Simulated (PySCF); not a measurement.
**Run report: CH₈N₄Si₃, geometry relaxation (part 1 of 2)**

The run: geometry relaxation of CH₈N₄Si₃. Method and program: PBE0-D3(BJ)/def2-SVP geometry optimisation, gas phase (PySCF 2.14.0).

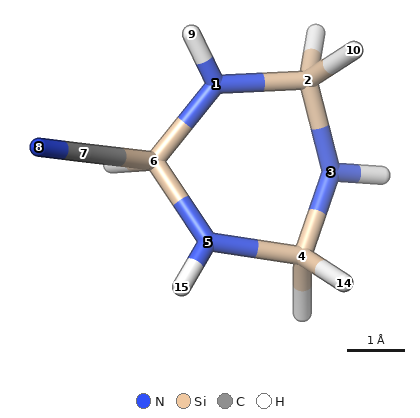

*The structure as given in the input (stick view, seen at a tilt; atoms are numbered from 1 in the order of the input).*

## Input
```
{"job": {"xc": "PBE0", "basis": "def2-SVP", "d3": "d3bj", "grid": 2, "kind": "geom", "shake": 0.01}, "charge": 0, "multiplicity": 1}
N      0.299173     1.361215    -0.468510
Si     1.815137     0.599966    -0.413358
N      1.474800    -1.076210    -0.173583
Si     0.232739    -1.821771     0.693228
N     -1.163915    -0.775461     0.516776
Si    -1.260739     0.615199    -0.499615
C     -2.476685     1.787161     0.277241
N     -3.244668     2.514788     0.711706
H      0.296008     2.386669    -0.599451
H      2.583661     1.209745     0.695540
H      2.511238     0.709080    -1.689476
H      2.282868    -1.678180    -0.339961
H     -0.074392    -3.105784     0.033053
H      0.452252    -1.972128     2.140131
H     -2.009716    -1.076410     0.985717
H     -1.729212     0.310806    -1.847294
```

The first line tells a small driver script what to run in PySCF; the rest is the geometry in Å.

Run as:
```bash
OMP_NUM_THREADS=1 python <driver script> task.json out
```

## Output
```
step   0  E = -1129.43179938  max force = 0.032607
step   1  E = -1129.43950114  max force = 0.007805
step   2  E = -1129.44042951  max force = 0.002518
step   3  E = -1129.44064463  max force = 0.001082
step   4  E = -1129.44072249  max force = 0.001362
step   5  E = -1129.44087378  max force = 0.001662
step   6  E = -1129.44099103  max force = 0.001377
step   7  E = -1129.44109004  max force = 0.000769
step   8  E = -1129.44114471  max force = 0.000495
step   9  E = -1129.44117777  max force = 0.001009
step  10  E = -1129.44122849  max force = 0.001370
step  11  E = -1129.44132871  max force = 0.001462
step  12  E = -1129.44147265  max force = 0.001851
step  13  E = -1129.44155922  max force = 0.000987
step  14  E = -1129.44167153  max force = 0.000884
step  15  E = -1129.44171471  max force = 0.000909
step  16  E = -1129.44175532  max force = 0.000826
step  17  E = -1129.44179688  max force = 0.000981
step  18  E = -1129.44182106  max force = 0.000780
step  19  E = -1129.44183434  max force = 0.000364
optimisation converged
```

## Trajectory as extended XYZ (Å, eV, eV/Å), 20 frames, from step=0 to step=19
```
16
Properties=species:S:1:pos:R:3:forces:R:3 step=0 energy=-30733.40468
N     0.2992    1.3612   -0.4685   -1.2402   1.4790  -0.3031
Si    1.8151    0.6000   -0.4134    0.2186  -0.2501   0.3723
N     1.4748   -1.0762   -0.1736    1.3279   0.0522  -0.3729
Si    0.2327   -1.8218    0.6932   -1.6767   0.1116   0.1376
N    -1.1639   -0.7755    0.5168    0.1699   0.0495  -0.1232
Si   -1.2607    0.6152   -0.4996    0.6100  -0.4110   0.7405
C    -2.4767    1.7872    0.2772    1.2444  -1.1672  -0.9287
N    -3.2447    2.5148    0.7117   -1.4087   1.3426   0.8638
H     0.2960    2.3867   -0.5995    0.0313  -0.7096   0.1210
H     2.5837    1.2098    0.6955    0.3913   0.1342   0.0878
H     2.5112    0.7091   -1.6895    0.6261   0.1188  -0.5149
H     2.2829   -1.6782   -0.3400   -0.1770   0.0524  -0.1516
H    -0.0744   -3.1058    0.0331    0.1420  -0.5495   0.0993
H     0.4522   -1.9721    2.1401    0.1968  -0.2908   0.4404
H    -2.0097   -1.0764    0.9857   -0.1355  -0.0054   0.0625
H    -1.7292    0.3108   -1.8473   -0.3200   0.0435  -0.5308
16
Properties=species:S:1:pos:R:3:forces:R:3 step=1 energy=-30733.61425
N     0.3444    1.3448   -0.5396   -0.0341  -0.2967   0.1537
Si    1.8874    0.5683   -0.3718    0.4013   0.0412   0.0080
N     1.5510   -1.1135   -0.0884    0.0647   0.1170  -0.1416
Si    0.2353   -1.8839    0.7286    0.0618  -0.3043   0.3482
N    -1.1388   -0.8454    0.4850    0.0156  -0.0101   0.0425
Si   -1.1982    0.5743   -0.4924   -0.1428   0.0567  -0.3523
C    -2.4149    1.7786    0.2586   -0.0237   0.0197   0.1826
N    -3.1844    2.5213    0.7083    0.0302  -0.0179  -0.0304
H     0.3463    2.3518   -0.6325   -0.0427   0.2432  -0.0210
H     2.7023    1.2217    0.7076   -0.1759   0.0010   0.0350
H     2.7391    0.6897   -1.5993   -0.0783  -0.1043  -0.0314
H     2.2872   -1.7468   -0.3852    0.0203  -0.0195  -0.0830
H     0.0694   -3.2743    0.1854   -0.0255   0.1412  -0.1307
H     0.4870   -2.0995    2.1947   -0.1217   0.1453  -0.0402
H    -1.9999   -1.1118    0.9558   -0.0144   0.0522  -0.0110
H    -1.7747    0.3458   -1.8517    0.0652  -0.0645   0.0715
16
Properties=species:S:1:pos:R:3:forces:R:3 step=2 energy=-30733.63951
N     0.3474    1.3292   -0.5445   -0.0183   0.0866   0.0183
Si    1.8997    0.5663   -0.3717    0.1239   0.0057   0.0062
N     1.5616   -1.1137   -0.0872    0.0604  -0.0226  -0.0171
Si    0.2384   -1.8775    0.7358    0.0055  -0.0857   0.1295
N    -1.1345   -0.8412    0.4740   -0.0403  -0.0307   0.0252
Si   -1.2011    0.5708   -0.5114   -0.0063  -0.0016  -0.1172
C    -2.4051    1.7697    0.2750    0.0057  -0.0045   0.0377
N    -3.1653    2.5098    0.7435    0.0073   0.0021   0.0014
H     0.3439    2.3422   -0.6367   -0.0149  -0.0128   0.0052
H     2.6761    1.2357    0.7205   -0.0670   0.0193   0.0206
H     2.7475    0.6686   -1.6019   -0.0246  -0.0518  -0.0048
H     2.2953   -1.7486   -0.3908   -0.0387  -0.0044  -0.0560
H     0.0618   -3.2529    0.1710    0.0269   0.0295  -0.0588
H     0.4464   -2.0648    2.2080   -0.0271   0.0571  -0.0076
H    -1.9983   -1.1002    0.9437   -0.0043   0.0174   0.0089
H    -1.7754    0.3278   -1.8642    0.0118  -0.0036   0.0086
16
Properties=species:S:1:pos:R:3:forces:R:3 step=3 energy=-30733.64537
N     0.3499    1.3290   -0.5496   -0.0037   0.0451  -0.0271
Si    1.9027    0.5636   -0.3684    0.0053   0.0004   0.0050
N     1.5632   -1.1166   -0.0840    0.0290   0.0037   0.0526
Si    0.2373   -1.8748    0.7443   -0.0195   0.0024   0.0009
N    -1.1359   -0.8408    0.4678   -0.0219  -0.0284  -0.0197
Si   -1.1982    0.5682   -0.5250    0.0285  -0.0094   0.0150
C    -2.3944    1.7640    0.2797   -0.0086  -0.0035  -0.0240
N    -3.1481    2.5031    0.7603    0.0030   0.0062   0.0125
H     0.3437    2.3424   -0.6405   -0.0014  -0.0293   0.0142
H     2.6538    1.2462    0.7313   -0.0040   0.0111   0.0054
H     2.7517    0.6456   -1.5978    0.0121  -0.0109   0.0060
H     2.2886   -1.7548   -0.4002   -0.0439  -0.0011  -0.0557
H     0.0708   -3.2441    0.1651    0.0237  -0.0148   0.0038
H     0.4256   -2.0414    2.2195    0.0028   0.0067   0.0066
H    -2.0019   -1.0929    0.9373    0.0040   0.0166   0.0132
H    -1.7704    0.3242   -1.8768   -0.0054   0.0051  -0.0086
16
Properties=species:S:1:pos:R:3:forces:R:3 step=4 energy=-30733.64749
N     0.3526    1.3290   -0.5518    0.0069   0.0097  -0.0375
Si    1.9052    0.5627   -0.3640   -0.0387  -0.0050   0.0058
N     1.5601   -1.1166   -0.0809    0.0243   0.0058   0.0700
Si    0.2343   -1.8739    0.7496   -0.0127   0.0337  -0.0336
N    -1.1391   -0.8416    0.4646   -0.0087  -0.0331  -0.0358
Si   -1.1951    0.5662   -0.5319    0.0280  -0.0050   0.0477
C    -2.3895    1.7625    0.2755   -0.0133  -0.0010  -0.0345
N    -3.1396    2.5024    0.7605    0.0039   0.0035   0.0108
H     0.3450    2.3422   -0.6400   -0.0019  -0.0083   0.0157
H     2.6462    1.2504    0.7392    0.0109   0.0032  -0.0029
H     2.7589    0.6334   -1.5906    0.0195   0.0061   0.0101
H     2.2747   -1.7578   -0.4141   -0.0348  -0.0060  -0.0544
H     0.0792   -3.2442    0.1691    0.0120  -0.0163   0.0236
H     0.4172   -2.0300    2.2263    0.0036  -0.0073   0.0063
H    -2.0060   -1.0866    0.9363    0.0039   0.0171   0.0154
H    -1.7654    0.3231   -1.8847   -0.0030   0.0030  -0.0067
16
Properties=species:S:1:pos:R:3:forces:R:3 step=5 energy=-30733.65160
N     0.3607    1.3298   -0.5546    0.0298  -0.0439  -0.0439
Si    1.9102    0.5585   -0.3500   -0.0762  -0.0060  -0.0077
N     1.5520   -1.1194   -0.0754    0.0083   0.0097   0.0854
Si    0.2263   -1.8702    0.7630    0.0144   0.0533  -0.0667
N    -1.1470   -0.8433    0.4569    0.0063  -0.0344  -0.0551
Si   -1.1848    0.5612   -0.5476   -0.0038   0.0159   0.0761
C    -2.3815    1.7601    0.2547   -0.0156   0.0047  -0.0349
N    -3.1255    2.5024    0.7454    0.0050  -0.0040   0.0008
H     0.3495    2.3433   -0.6311    0.0003   0.0178   0.0188
H     2.6332    1.2511    0.7617    0.0255  -0.0140  -0.0071
H     2.7795    0.6110   -1.5660    0.0223   0.0310   0.0114
H     2.2311   -1.7681   -0.4625   -0.0184  -0.0037  -0.0398
H     0.0948   -3.2471    0.1920   -0.0152  -0.0134   0.0427
H     0.4008   -2.0011    2.2426    0.0036  -0.0192   0.0036
H    -2.0146   -1.0661    0.9381    0.0056   0.0136   0.0194
H    -1.7462    0.3190   -1.9043    0.0081  -0.0073  -0.0030
16
Properties=species:S:1:pos:R:3:forces:R:3 step=6 energy=-30733.65479
N     0.3702    1.3304   -0.5535    0.0324  -0.0548  -0.0350
Si    1.9150    0.5530   -0.3350   -0.0667  -0.0003  -0.0189
N     1.5440   -1.1241   -0.0730   -0.0037   0.0036   0.0708
Si    0.2190   -1.8658    0.7751    0.0290   0.0398  -0.0590
N    -1.1540   -0.8443    0.4508    0.0021  -0.0213  -0.0516
Si   -1.1735    0.5568   -0.5604   -0.0298   0.0247   0.0647
C    -2.3784    1.7592    0.2249   -0.0045   0.0046  -0.0205
N    -3.1207    2.5044    0.7140    0.0013  -0.0070  -0.0088
H     0.3560    2.3447   -0.6136    0.0020   0.0307   0.0183
H     2.6272    1.2396    0.7872    0.0220  -0.0228  -0.0030
H     2.8009    0.6008   -1.5393    0.0127   0.0342   0.0085
H     2.1818   -1.7770   -0.5177    0.0017  -0.0044  -0.0210
H     0.0998   -3.2519    0.2242   -0.0283  -0.0039   0.0362
H     0.3912   -1.9728    2.2569    0.0047  -0.0148   0.0000
H    -2.0201   -1.0430    0.9450    0.0071   0.0067   0.0195
H    -1.7201    0.3111   -1.9226    0.0180  -0.0152  -0.0004
16
Properties=species:S:1:pos:R:3:forces:R:3 step=7 energy=-30733.65749
N     0.3801    1.3316   -0.5474    0.0153  -0.0280  -0.0124
Si    1.9188    0.5461   -0.3204   -0.0166   0.0099  -0.0205
N     1.5371   -1.1312   -0.0749   -0.0122  -0.0038   0.0238
Si    0.2134   -1.8606    0.7849    0.0228   0.0011  -0.0197
N    -1.1597   -0.8437    0.4480   -0.0082   0.0018  -0.0273
Si   -1.1621    0.5536   -0.5693   -0.0395   0.0196   0.0219
C    -2.3807    1.7601    0.1873    0.0099   0.0018   0.0021
N    -3.1271    2.5083    0.6654   -0.0043  -0.0059  -0.0152
H     0.3640    2.3471   -0.5871    0.0043   0.0202   0.0150
H     2.6269    1.2135    0.8155    0.0055  -0.0185   0.0045
H     2.8192    0.6039   -1.5134   -0.0018   0.0182   0.0022
H     2.1336   -1.7844   -0.5732    0.0137  -0.0030   0.0004
H     0.0912   -3.2566    0.2608   -0.0238   0.0052   0.0123
H     0.3920   -1.9460    2.2674    0.0042   0.0002  -0.0023
H    -2.0219   -1.0189    0.9578    0.0086  -0.0010   0.0151
H    -1.6863    0.2983   -1.9385    0.0221  -0.0176   0.0001
16
Properties=species:S:1:pos:R:3:forces:R:3 step=8 energy=-30733.65898
N     0.3864    1.3336   -0.5380   -0.0058   0.0049   0.0081
Si    1.9205    0.5409   -0.3114    0.0254   0.0132  -0.0097
N     1.5326   -1.1375   -0.0805   -0.0164  -0.0056  -0.0255
Si    0.2107   -1.8569    0.7893    0.0039  -0.0254   0.0150
N    -1.1625   -0.8408    0.4502   -0.0132   0.0169   0.0007
Si   -1.1548    0.5528   -0.5720   -0.0232   0.0037  -0.0168
C    -2.3863    1.7618    0.1570    0.0147  -0.0005   0.0147
N    -3.1410    2.5117    0.6189   -0.0070  -0.0028  -0.0146
H     0.3704    2.3500   -0.5617    0.0047   0.0032   0.0115
H     2.6298    1.1856    0.8366   -0.0077  -0.0048   0.0070
H     2.8270    0.6149   -1.4989   -0.0078  -0.0025  -0.0022
H     2.1068   -1.7891   -0.6065    0.0128  -0.0010   0.0129
H     0.0745   -3.2581    0.2842   -0.0063   0.0065  -0.0076
H     0.4012   -1.9296    2.2711    0.0009   0.0097  -0.0017
H    -2.0203   -1.0028    0.9717    0.0081  -0.0030   0.0092
H    -1.6566    0.2848   -1.9469    0.0169  -0.0124  -0.0012
16
Properties=species:S:1:pos:R:3:forces:R:3 step=9 energy=-30733.65988
N     0.3912    1.3366   -0.5270   -0.0157   0.0234   0.0183
Si    1.9219    0.5369   -0.3047    0.0393   0.0098  -0.0004
N     1.5275   -1.1425   -0.0878   -0.0214   0.0002  -0.0519
Si    0.2082   -1.8543    0.7921   -0.0109  -0.0320   0.0269
N    -1.1646   -0.8366    0.4551   -0.0104   0.0189   0.0194
Si   -1.1486    0.5524   -0.5730   -0.0019  -0.0093  -0.0347
C    -2.3913    1.7629    0.1315    0.0108  -0.0009   0.0145
N    -3.1555    2.5137    0.5759   -0.0066  -0.0001  -0.0098
H     0.3760    2.3534   -0.5371    0.0025  -0.0086   0.0101
H     2.6319    1.1618    0.8537   -0.0100   0.0058   0.0046
H     2.8304    0.6232   -1.4896   -0.0058  -0.0132  -0.0031
H     2.0889   -1.7928   -0.6290    0.0093  -0.0003   0.0182
H     0.0587   -3.2576    0.2976    0.0074   0.0028  -0.0140
H     0.4108   -1.9176    2.2726   -0.0016   0.0092  -0.0002
H    -2.0185   -0.9898    0.9857    0.0057   0.0004   0.0045
H    -1.6287    0.2715   -1.9529    0.0092  -0.0061  -0.0025
16
Properties=species:S:1:pos:R:3:forces:R:3 step=10 energy=-30733.66125
N     0.3992    1.3432   -0.5058   -0.0184   0.0355   0.0233
Si    1.9246    0.5311   -0.2939    0.0368   0.0026   0.0089
N     1.5153   -1.1487   -0.1018   -0.0265   0.0106  -0.0705
Si    0.2028   -1.8510    0.7962   -0.0266  -0.0266   0.0281
N    -1.1686   -0.8284    0.4662   -0.0025   0.0112   0.0373
Si   -1.1369    0.5514   -0.5743    0.0262  -0.0222  -0.0428
C    -2.3984    1.7635    0.0896    0.0000  -0.0007   0.0058
N    -3.1788    2.5150    0.5033   -0.0042   0.0035  -0.0002
H     0.3848    2.3600   -0.4937   -0.0033  -0.0177   0.0102
H     2.6354    1.1260    0.8796   -0.0059   0.0160  -0.0012
H     2.8349    0.6317   -1.4759    0.0000  -0.0200  -0.0022
H     2.0591   -1.7973   -0.6627    0.0069  -0.0016   0.0210
H     0.0360   -3.2559    0.3134    0.0206  -0.0029  -0.0148
H     0.4256   -1.9012    2.2742   -0.0043   0.0022   0.0016
H    -2.0164   -0.9673    1.0099    0.0012   0.0091  -0.0012
H    -1.5802    0.2490   -1.9616    0.0000   0.0010  -0.0032
```
